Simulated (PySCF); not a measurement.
**CH3O, doublet, SMILES `C[O]`: what the electrons do**

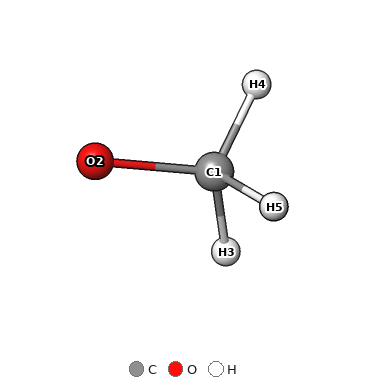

The molecule, with its atoms numbered as below. No frequency check shows the geometry to be a minimum.

Cartesian coordinates (Å):

```
C1       0.5435    0.0189    0.0000
O2      -0.7680    0.0008    0.0000
H3       0.9424   -0.5737   -0.8568
H4       0.9983    1.0249   -0.0012
H5       0.9429   -0.5717    0.8577
```

Part 1: Bonding charge

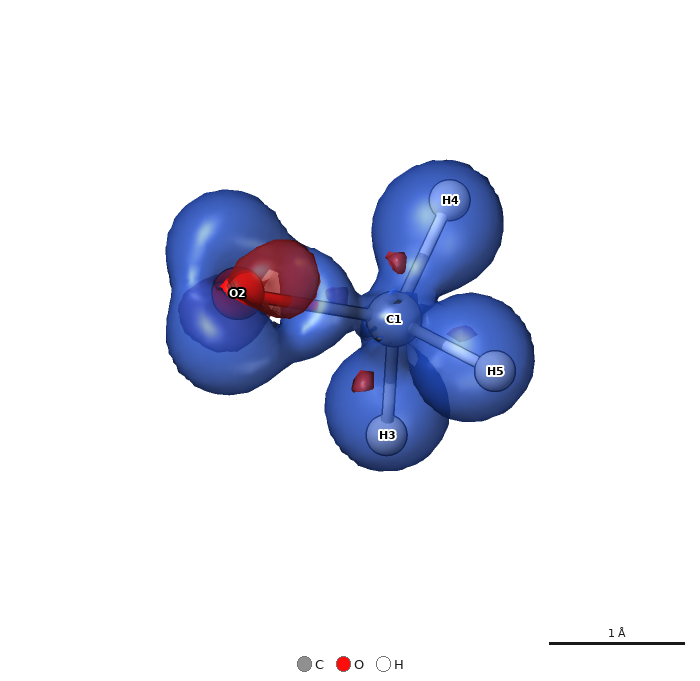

Deformation density (molecule less spherical, spin-averaged free atoms at the same positions), surfaces at ±0.15 e/Å³; blue: gain, red: loss.

Method: r2SCAN/cc-pVTZ; geometry: GFN2-xTB; program: PySCF. The stability of the open-shell solution wasn't checked. GFN2-xTB doesn't know the spin state, so this open-shell geometry is rough.

Describe the bonding that the map shows.

Answer. C1–H4: +0.76 e/Å³ at the bond critical point (bond length 1.10 Å, Mayer order 0.9). C1–H5: +0.67 e/Å³ at the bond critical point (bond length 1.11 Å, Mayer order 0.9). C1–H3: +0.67 e/Å³ at the bond critical point (bond length 1.12 Å, Mayer order 0.9). C1–O2: +0.31 e/Å³ at the bond critical point (bond length 1.31 Å, Mayer order 1.3). In all, 1.1 electrons gather in the regions of gain relative to the promolecule.

Where do the Hirshfeld charges lie?

Answer. The highest Hirshfeld charge is on H3 and H5 (+0.07 e), the lowest on O2 (−0.13 e).

Part 2: Bond critical points

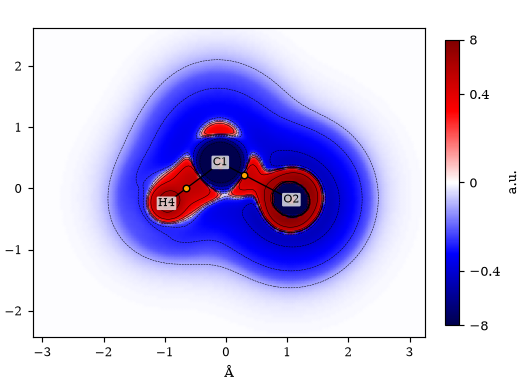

Negative Laplacian of the density (−∇²ρ) in the plane of C1, O2 and H4 (red positive, blue negative, colour scale in a.u., logarithmic beyond ±0.04), with bond paths and bond critical points (dots).

At which bond critical points in this plane is charge locally concentrated, and at which depleted?

Answer. Concentrated (∇²ρ < 0): C1–O2 (−0.39 a.u.); C1–H4 (−1.10 a.u.). At none is it depleted.

Where along C1–O2 does the critical point lie?

Answer. 0.44 Å from C1 and 0.87 Å from O2.

Part 3: Electrostatic potential

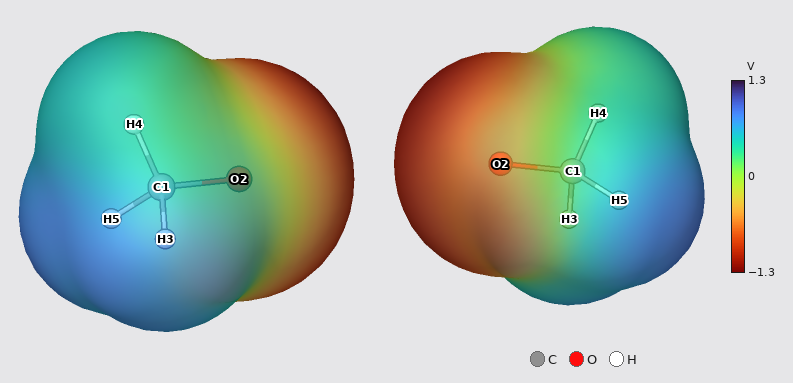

Electrostatic potential on the surface of electron density 0.001 a.u. (back view left, front view right).

Where are the extremes of the potential on the surface?

Answer. Highest: 0.90 V, 1.3 Å from H5, and at like points elsewhere. Lowest: −1.21 V, 1.8 Å from O2. The surface is sampled at points, so like sites can differ by a few per cent and only the strongest of them is named.

What volume does the surface enclose, and what is the dipole moment?

Answer. About 48 Å³; the dipole moment is 2.0 D.

Part 4: Spin density

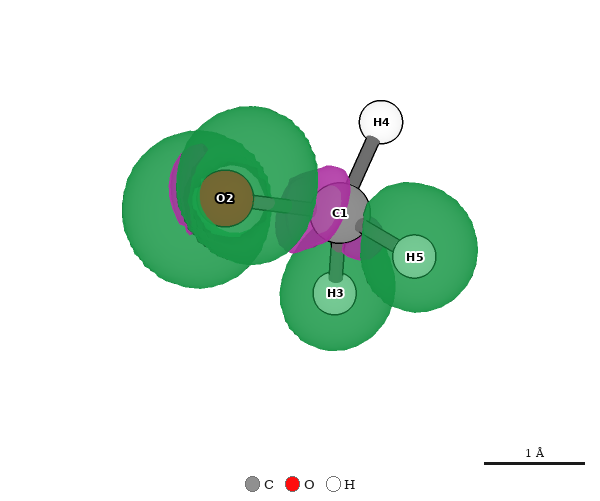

Spin density ρα − ρβ at ±0.03 e/Å³ (green: excess α, purple: excess β).

How is the spin shared among the atoms?

Answer. Hirshfeld spin populations: O2 +0.78, H3 and H5 +0.08 and C1 +0.07. ⟨S²⟩ = 0.76, against 0.75 for a pure state. The picture also shows regions of β spin from spin polarisation; the Hirshfeld sums, whose atoms overlap, net them against the α spin of neighbours.

Part 5: In an electric field

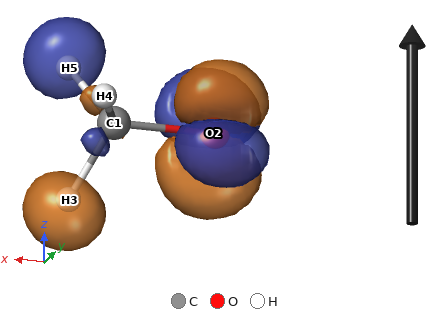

Change of the electron density in a uniform field of 0.21 V/Å along +z (arrow), surfaces at ±0.004 e/Å³ (orange: gain, blue: loss).

Level of theory: PBE/def2-SVPD (PySCF), at a geometry from GFN2-xTB. The stability of the open-shell solution wasn't checked. GFN2-xTB doesn't know the spin state, so this open-shell geometry is rough.

The field was applied in both directions; the picture shows the one opposite to the script's first.

What dipole is induced, and what polarisability does it imply?

Answer. The induced dipole is 0.21 D (along the field); α along this axis, from the fields in both directions, is 21 bohr³ (3.1 Å³).

The PySCF runs shown took 18 s and 15 s on 1 thread of Intel(R) Xeon(R) Platinum 8259CL CPU @ 2.50GHz (Skylake/Cascade Lake) (shared host).
